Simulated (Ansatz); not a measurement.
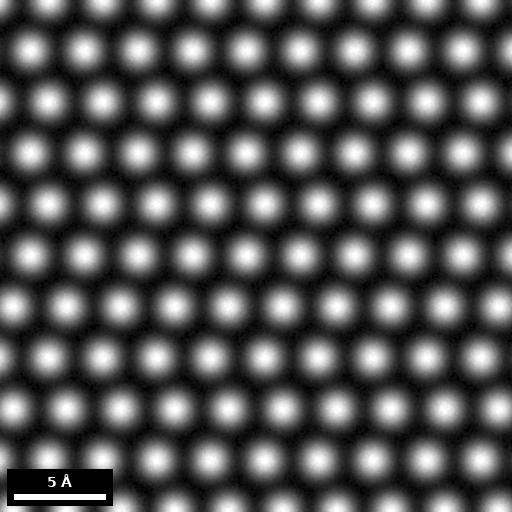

Z-contrast image of Er (P6_3/mmc, No. 194) along [100]. The image is simulated as a sum over atoms of Z^1.6, blurred by a 1.30 Å probe (no channelling). The probe carries 15 % of its weight in a tail 2.5 times as wide. The display is stretched by a gamma of 0.65; percentages refer to the linear signal. Shot noise was added.

One planar defect was built into the perfect crystal by geometry alone, without relaxation. Host structure: the input geometry of a calculation.

Q: Where does the periodic pattern break, and how?

A planar fault (a stacking fault) runs horizontally about 15 Å below the top edge. The part above it is shifted along the boundary by 2/3 of the 2.96 Å repeat of the rows (2.0 Å to the right, the same as 1.0 Å to the left); both parts keep the same orientation.
